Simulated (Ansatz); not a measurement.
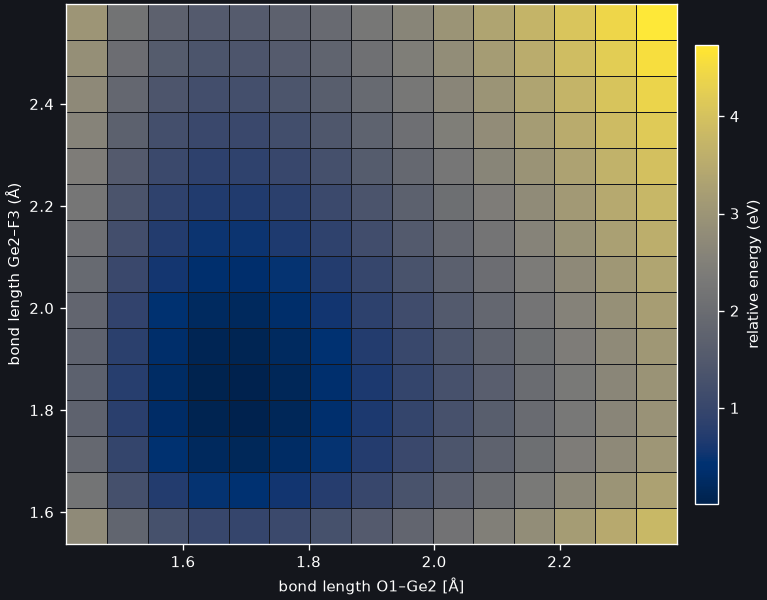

Energy landscape of FGeH2O, SMILES [O-][GeH2][F], charge −1. Coordinates scanned: (1) bond length O1–Ge2; (2) bond length Ge2–F3. Nothing is relaxed (all other coordinates rigid). The scan uses a 15 × 15 grid. All energies are given in eV relative to the relaxed molecule at the same level. These are results of RKS PBE0-D4/def2-SVPD (Ansatz), not measurements.

The picture shows one coloured cell a grid point. 

> What does the map say about the system?

The lowest grid point is at bond length O1–Ge2 = 1.705 Å, bond length Ge2–F3 = 1.856 Å, 0.017 eV from the relaxed molecule at the same level. No other kind of well shows on this grid. The highest grid point, bond length O1–Ge2 = 2.354 Å, bond length Ge2–F3 = 2.561 Å, lies 4.72 eV above the lowest. Round the minimum the two coordinates are nearly uncoupled.

Grid values (eV):

```
bond length Ge2–F3 ↓, bond length O1–Ge2 →  1.446  1.511  1.576  1.640  1.705  1.770  1.835  1.900  1.965  2.030  2.094  2.159  2.224  2.289  2.354
                                     2.561   3.02   2.16   1.70   1.52   1.54   1.70   1.95   2.26   2.61   2.97   3.34   3.71   4.07   4.41   4.74
                                     2.491   2.87   2.01   1.55   1.37   1.38   1.54   1.79   2.09   2.44   2.80   3.17   3.54   3.89   4.24   4.56
                                     2.420   2.72   1.86   1.39   1.20   1.22   1.37   1.61   1.92   2.26   2.62   2.99   3.35   3.71   4.05   4.37
                                     2.350   2.56   1.69   1.22   1.04   1.04   1.19   1.43   1.74   2.08   2.44   2.80   3.16   3.52   3.86   4.18
                                     2.279   2.40   1.53   1.05   0.86   0.87   1.01   1.25   1.55   1.88   2.24   2.60   2.96   3.31   3.65   3.97
                                     2.209   2.24   1.36   0.88   0.69   0.69   0.83   1.06   1.36   1.69   2.05   2.40   2.76   3.11   3.45   3.77
                                     2.138   2.08   1.20   0.71   0.51   0.51   0.65   0.88   1.17   1.50   1.85   2.21   2.56   2.91   3.25   3.57
                                     2.067   1.93   1.04   0.55   0.35   0.34   0.48   0.70   0.99   1.32   1.67   2.02   2.37   2.72   3.05   3.37
                                     1.997   1.81   0.91   0.42   0.21   0.20   0.33   0.55   0.83   1.16   1.50   1.85   2.20   2.55   2.88   3.20
                                     1.926   1.72   0.82   0.31   0.10   0.08   0.20   0.42   0.71   1.03   1.37   1.71   2.06   2.41   2.74   3.05
                                     1.856   1.68   0.77   0.26   0.04   0.02   0.14   0.35   0.63   0.95   1.28   1.63   1.98   2.32   2.64   2.96
                                     1.785   1.71   0.80   0.28   0.06   0.03   0.14   0.35   0.63   0.94   1.28   1.62   1.96   2.30   2.63   2.94
                                     1.715   1.86   0.94   0.42   0.18   0.15   0.26   0.46   0.73   1.04   1.38   1.71   2.06   2.40   2.72   3.04
                                     1.644   2.18   1.25   0.72   0.48   0.44   0.54   0.74   1.01   1.31   1.64   1.98   2.32   2.66   2.98   3.29
                                     1.573   2.74   1.80   1.26   1.01   0.96   1.06   1.25   1.52   1.82   2.15   2.48   2.82   3.15   3.48   3.79
```

Each point was launched as `ansatz run input.yaml --threads 1 --pin off --max-ram 2560MiB --backend cpu --events-out ev --progress --plain --runs-dir out`. Time for the 225 points that were run: 13 min on 1 thread of Arm Neoverse V2, with other jobs on the host.
